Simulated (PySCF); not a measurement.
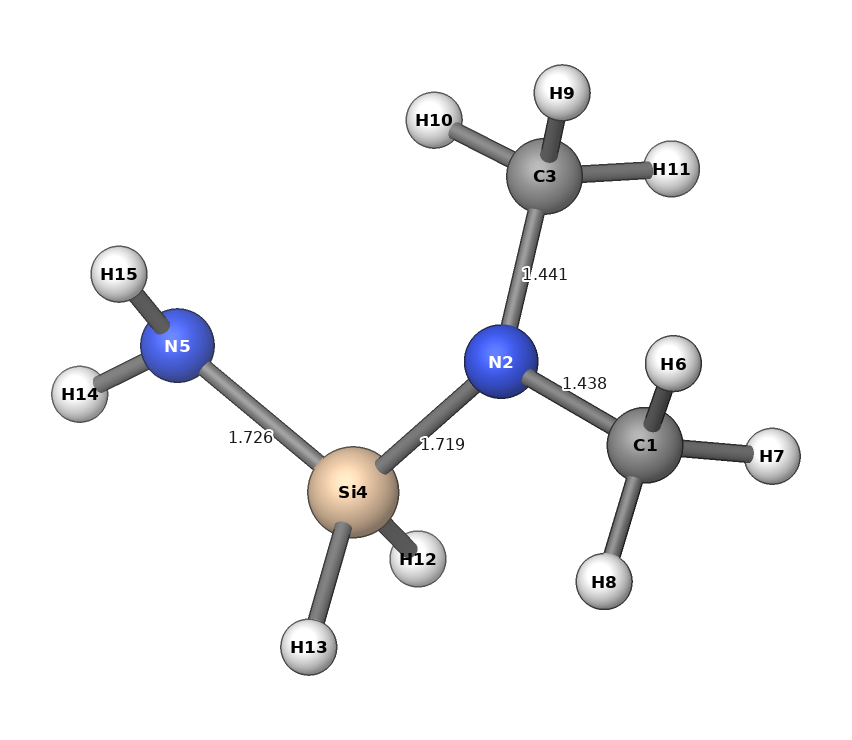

Bond lengths are marked in Å; every bond is drawn as one stick. The computed structure is the end point of a GFN2-xTB optimisation. No frequency run is at hand to confirm it as a minimum.

Assign a bond order to each marked bond.

Answer. C1–N2 single; N2–C3 single; N2–Si4 single; Si4–N5 single.

Write the SMILES.

Answer. CN(C)[SiH2]N
